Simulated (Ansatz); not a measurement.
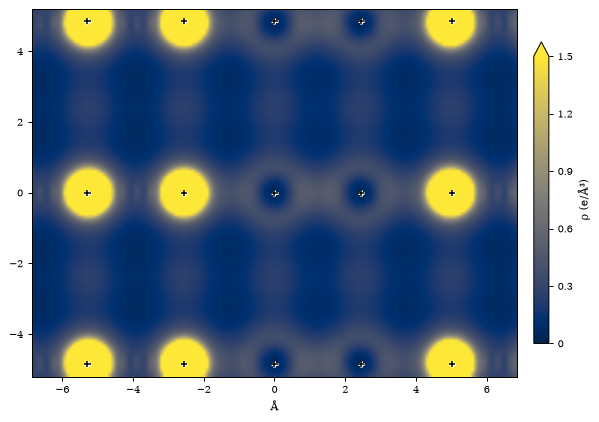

The valence charge density (pseudo) on a plane through atoms (crosses mark nuclei in the plane).

These are results of DFT PBE, scalar-relativistic, plane waves, PAW in Ansatz 0.2.0, not measurements.

Candidates:
A. Si2Ge3, a = 2.80 Å, b = 2.80 Å, c = 13.02 Å, α = 90.00°, β = 90.00°, γ = 120.00°. Space group P6/mmm; a structure generated by program, which may or may not match a known phase.
B. CrGe4Mo, a = 3.22 Å, b = 3.22 Å, c = 8.01 Å, α = 90.00°, β = 90.00°, γ = 90.00°. Space group P4/mmm; a structure generated by program, which may or may not match a known phase; changed on purpose from its base cell (volume × 0.94, shape and atoms relaxed); computed pressure about 11 GPa in this cell; computed without spin polarisation.
C. SnAs2, a = 4.67 Å, b = 4.67 Å, c = 3.69 Å, α = 90.00°, β = 90.00°, γ = 120.00°. Space group P6/mmm; a structure generated by program, which may or may not match a known phase.

Question: Which candidate gave the map?

Answer: Candidate A: Si2Ge3 on the (110) plane of the conventional cell, which holds Si and Ge. Si–Si (2.45 Å): ρ is about 0.47 e/Å³ halfway. Si–Ge (2.57 Å): the density is about 0.4 e/Å³ at the midpoint.
